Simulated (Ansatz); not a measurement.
MoSi2 (MoSi2 type, space group I4/mmm)

```
MoSi2
1.0
   -1.60850     1.60850     3.93661
    1.60850    -1.60850     3.93661
    1.60850     1.60850    -3.93661
Mo Si
1 2
Direct
  0.00000   0.00000   0.00000
  0.33511   0.33511   0.00000
  0.66489   0.66489   0.00000
```

Equation-of-state scan: isotropic scaling of the cell above, V₀ being its volume. The atoms relax within the cell's symmetry.

Method: PBE (plane waves to 420 eV, PAW, scalar-relativistic; Ansatz, a program for electronic structure). k mesh 20×20×20 (Γ-centred), Fermi-Dirac smearing 0.05 eV. Energies are smeared free energies. With the shape held, the modulus is that of even scaling; a crystal free to change shape is softer. MoSi2 is run without spin polarisation. MoSi2 was relaxed with its symmetry unable to fall. The PAW data are Ansatz's earlier set. The zero of ΔE is the relaxed starting cell.

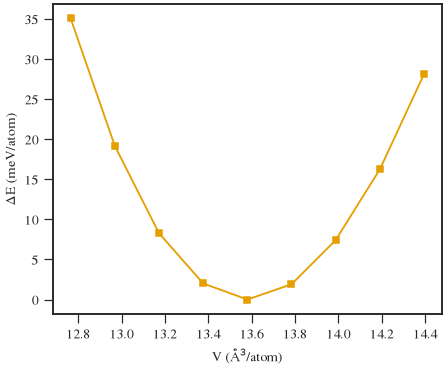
ΔE (meV/atom) against V (Å³/atom); one marker a computed point.

The energy cost of the largest compression comes out as 35 meV/atom. The pressure at the smallest volume comes out as 14.6 GPa. The bulk modulus at fixed cell shape B₀ (third-order Birch-Murnaghan fit) is 205 GPa, the pressure for 5 % compression (fit) is 11.8 GPa and the equilibrium volume of the fit comes out as 13.58 Å³/atom.

P = (3B₀/2)(x⁷ − x⁵)[1 + ¾(B₀′ − 4)(x² − 1)] with x = (1/0.95)^(1/3), B₀ = 205 GPa and B₀′ = 4.52.

(A scan under strain: stresses follow from slopes of the energy per volume, elastic moduli from its curvatures.)
